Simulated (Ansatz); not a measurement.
**BClFH···SiH₄: density, localisation and related maps**

Input file:

```
crystal:
  periodic: [false, false, false]
  atoms:
    - { symbol: B, position_ang: [0.0, 0.0, 0.0] }
    - { symbol: F, position_ang: [0.0, 0.0, 1.67] }
    - { symbol: Cl, position_ang: [1.6108, 0.0, -0.93] }
    - { symbol: H, position_ang: [-1.0305, 0.0, -0.595] }
    - { symbol: Si, position_ang: [0.4799, 2.0806, 0.7095] }
    - { symbol: H, position_ang: [1.5736, 2.0261, 1.6751] }
    - { symbol: H, position_ang: [0.877, 2.9042, -0.4288] }
    - { symbol: H, position_ang: [-0.6992, 2.6635, 1.3432] }
    - { symbol: H, position_ang: [0.2397, 1.0395, 1.6785] }
basis:
  gaussian: { orbitals: def2-SVP }
hamiltonian:
  xc: hf
relax:
  f_tol: 0.15
  max_steps: 25
  restrain:
    - { distance: [0, 4], at: 3.15, k: 30.0 }
    - { distance: [8, 1], at: 2.12, k: 30.0 }
    - { distance: [0, 1], at: 1.32, k: 30.0 }
    - { distance: [8, 4], at: 1.46, k: 30.0 }
output:
  orbitals: {}
```

Launched as:

```sh
ansatz run input.yaml --threads 1 --pin off --max-ram 2048MiB --backend cpu --events-out ev --progress --plain --runs-dir out
```

The fields are those of the run's last geometry, not of the input's.

Not at a stationary point (largest force 0.7 eV/Å).

The calculation used Ansatz 0.2.0, RHF/def2-SVP.

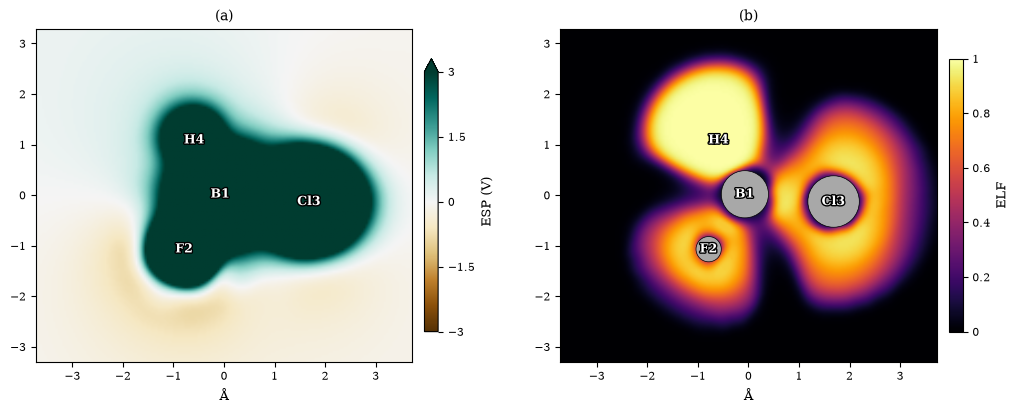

Figure 1. (a) electrostatic potential; (b) ELF on the plane of atoms Cl3, B1 and H4. Grey discs cover the atomic cores in the ELF map.

**Read the bonding off the picture.**

Atoms in the plane: B, F, Cl and H.
B–F (1.31 Å): the ELF peaks at about 0.85 between the atoms; a shared but strongly polarised pair.
B–Cl (1.76 Å): the ELF peaks at about 0.95 between the atoms, as expected for a polar covalent bond.
B–H (1.19 Å): the ELF climbs to about 1 towards the hydrogen, as it does in any bond to H (an ordinary covalent bond to hydrogen).
The ELF also peaks beside F2 and Cl3, away from the bonds: lone-pair regions.
Outside the dense part of the complex the potential is most negative (−0.8 V) near F2.

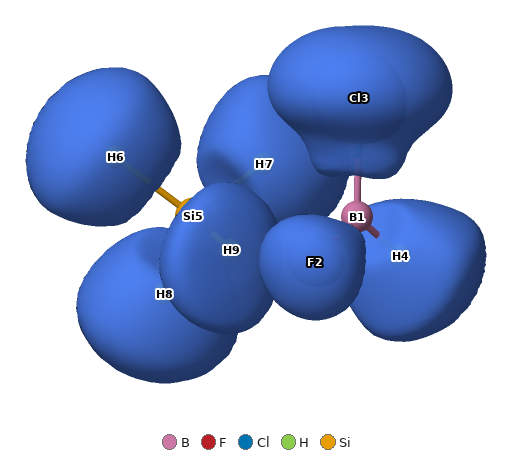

Figure 2. Isosurface of the ELF at 0.75 (blue), seen at an oblique angle. Only the valence region is drawn (cores and ρ < 0.01 e/Å³ removed).

**Describe the localisation domains.**

At this value the surface marks out five regions around hydrogen nuclei, one region on Cl in which the atom's valence shell and bonds are merged and one region on F in which the atom's valence shell and bonds are merged.


B1···H9 (2.08 Å): the ELF climbs to about 1 towards the hydrogen.

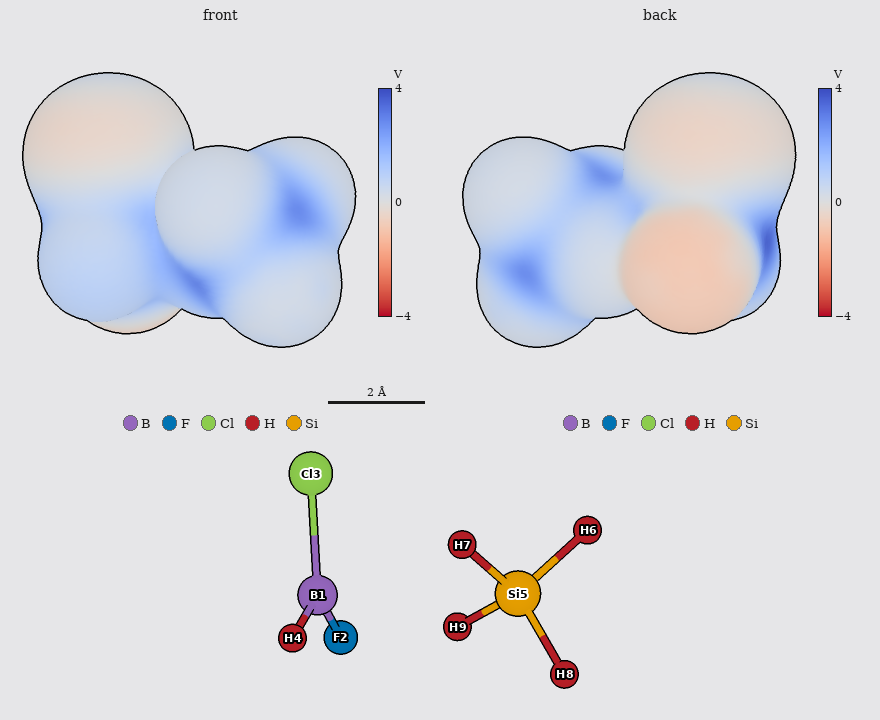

Figure 3. The molecular electrostatic potential painted on the density surface at 0.004 e/bohr³, seen from the front and from behind; red is negative and blue positive. The bare structure is drawn below in the same view.

**Where is the surface potential most negative and most positive?**

The most negative region (about −0.8 V) lies over F2, the most positive (about +3.2 V) over B1. Cl3 shows a σ-hole: about +0.4 V at the tip opposite its bond, against about −0.2 V on its flanks.

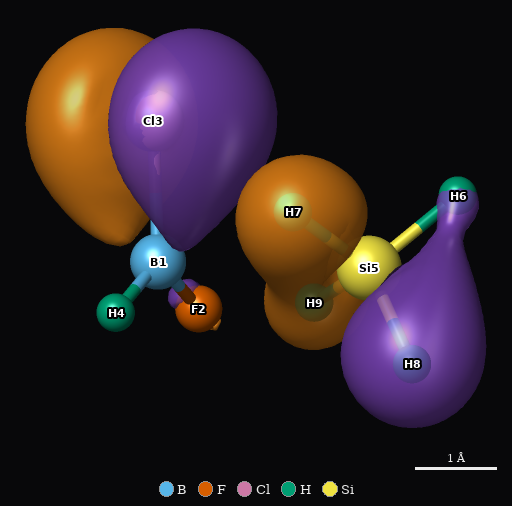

Figure 4. The HOMO−1 at ±0.1 Å⁻³ᐟ² (orange and purple are the two phases), seen at a tilt.

**Describe this orbital and give its energy.**

It lies mainly on Cl3 (about 60 %), Si5 (about 15 %) and H8 (about 10 %). Its energy is −12.94 eV.
